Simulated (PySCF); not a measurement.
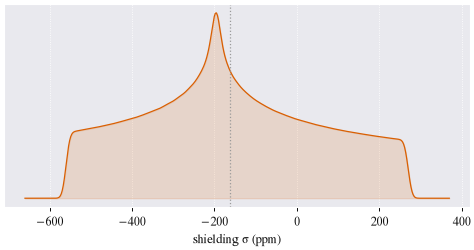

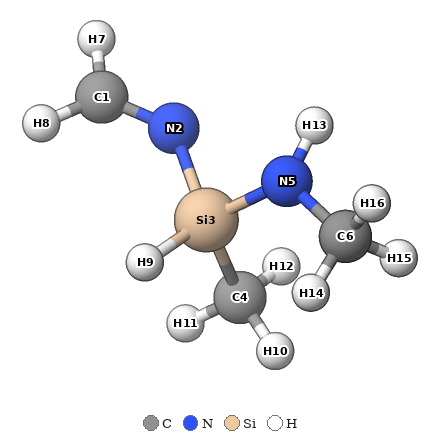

Static powder pattern (¹⁵N) from GIAO shielding tensors of C₃H₁₀N₂Si, SMILES C=N[Si@@H](C)NC, PBE0/pcSseg-1 in PySCF 2.14.0, at a GFN2-xTB geometry (no frequency check); absolute shielding, one fixed geometry of the isolated molecule without any motion, no dipolar terms. The dotted line is the isotropic value; skew is 3(σiso − σ22)/span.

**The pattern belongs to N2. Give the principal values, span and skew.**

N2: σ11, σ22, σ33 = −560, −196, 271 ppm, isotropic −162, span 831 ppm, skew 0.12.

Caveats: the tight-binding geometry is rougher than a DFT one and adds to the error; one conformer of a flexible molecule.
